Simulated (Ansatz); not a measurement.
# C2H4AlF (charge +1, doublet): what the fields show

Input

```
crystal:
  periodic: [false, false, false]
  atoms:
    - {symbol: C, position_ang: [-0.987601, 0.564898, 1.594604]}
    - {symbol: C, position_ang: [-1.245747, -0.767200, 1.308053]}
    - {symbol: Al, position_ang: [0.791696, -1.469848, 1.562773]}
    - {symbol: F, position_ang: [1.987497, -0.398406, 1.978116]}
    - {symbol: H, position_ang: [-0.690556, 1.278457, 0.805774]}
    - {symbol: H, position_ang: [-1.030618, 0.952395, 2.627880]}
    - {symbol: H, position_ang: [-1.388764, -1.087705, 0.255639]}
    - {symbol: H, position_ang: [-1.727656, -1.412420, 2.071070]}
basis:
  gaussian:
    orbitals: def2-TZVPD
total_charge: 1
magnetization:
  spin_polarized: true
  initial_magnetization: 1
hamiltonian:
  xc: {name: PBE0}
output:
  forces: true
  orbitals: {seedname: orbitals}
```

Run with:

```sh
ansatz run input.yaml --threads 1 --pin off --max-ram 2610MiB --events-out events.jsonl --progress --plain --runs-dir runs
```

Geometry: PBE-D3(BJ)/def2-SVP.

These are results of Ansatz, isolated molecule in a Gaussian basis; Kohn-Sham density functional theory, functional PBE0, not measurements.

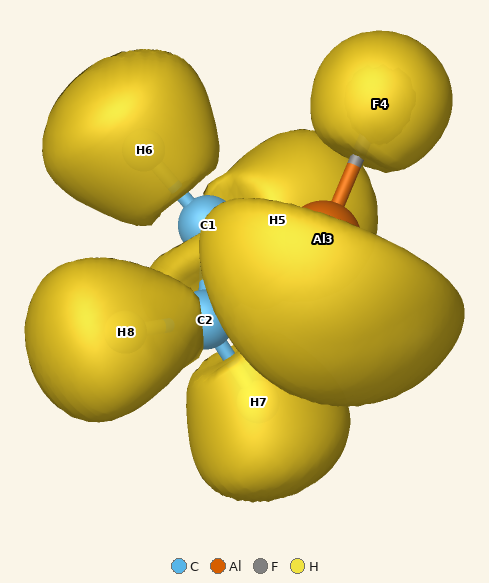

Figure 1. Isosurface of the ELF at 0.75 (yellow), seen at an oblique angle. Only the valence region is drawn (cores and ρ < 0.01 e/Å³ removed).

> Identify the bonds, lone pairs and shells in this picture.

The ELF exceeds this value in one region between bonded C–C atoms (shared pairs), four regions around hydrogen nuclei, one lobe on Al, pointing away from the bonds (non-bonding electrons) and one region wrapped around F (its valence shell). Along the contacts the grid gives the following. C–C (1.39 Å): the ELF peaks at about 0.95 between the atoms; localised, covalent bonding. Al–F (1.66 Å): the ELF peaks at about 0.85 in the valence shell of F, 0.5 Å from its nucleus, and is about 0.40 at the midpoint.

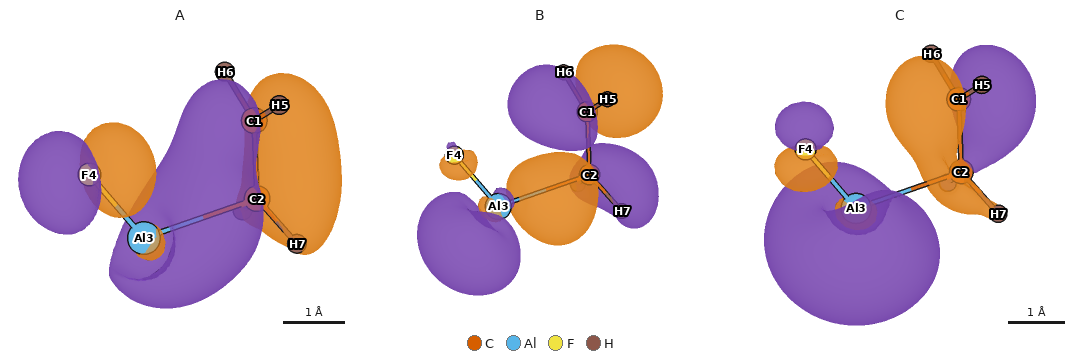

Figure 2. Three frontier orbitals at ±0.1 Å⁻³ᐟ² (orange and purple are the two phases), in no order.

> Which picture is the HOMO−1, the HOMO and the LUMO? All are α orbitals.

A is the HOMO−1 (α) (−16.08 eV). By Hirshfeld shares it lies mainly on F4 (about 30 %), C2 (about 25 %), Al3 (about 20 %) and C1 (about 15 %). C is the HOMO (α) (−12.47 eV). It lies mainly on Al3 (about 65 %), C1 (about 20 %), C2 (about 5 %) and F4 (about 5 %). B is the LUMO (α) (−7.95 eV). By Hirshfeld shares it lies mainly on C1 (about 35 %), Al3 (about 25 %) and C2 (about 25 %).

> What is the gap between the highest occupied and lowest empty α orbitals?

4.52 eV between the orbital energies.

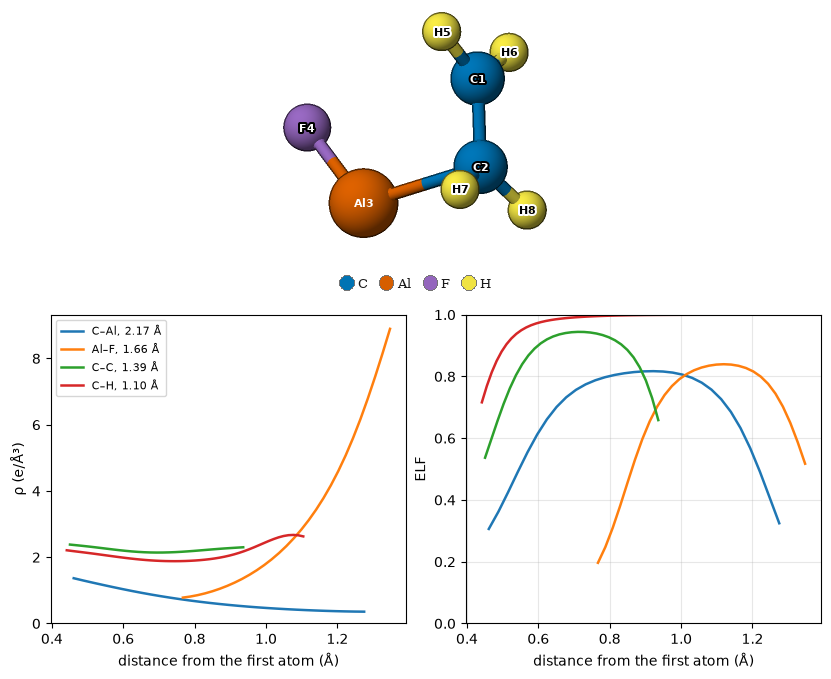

Figure 3. Electron density and electron localisation function along straight lines between neighbouring atoms. The curves leave out the atomic cores. The structure is drawn too.

> Compare the contacts.

C–Al (2.17 Å): ρ is about 0.42 e/Å³ halfway; the ELF peaks at about 0.80 between the atoms (a polar covalent bond).
Al–F (1.66 Å): ρ is about 0.91 e/Å³ halfway; the ELF peaks at about 0.85 in the valence shell of F, 0.5 Å from its nucleus, and is about 0.40 at the midpoint.
C–C (1.39 Å): ρ at the midpoint is about 2.1 e/Å³; the ELF peaks at about 0.95 between the atoms, as expected for a covalent bond.
C–H (1.10 Å): ρ is about 2.1 e/Å³ halfway; the ELF climbs to about 1 towards the hydrogen, as it does in any bond to H; a covalent bond by its length.

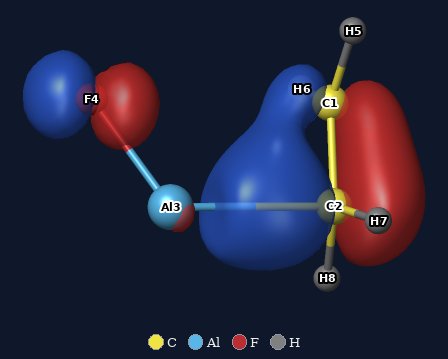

Figure 4. The HOMO (β) at ±0.2 Å⁻³ᐟ² (red and blue are the two phases), seen at a tilt.

> What is the character of this orbital?

Its weight (Hirshfeld) is mainly on C2 (about 35 %), F4 (about 20 %), Al3 (about 15 %) and C1 (about 15 %). Its energy is −15.75 eV.
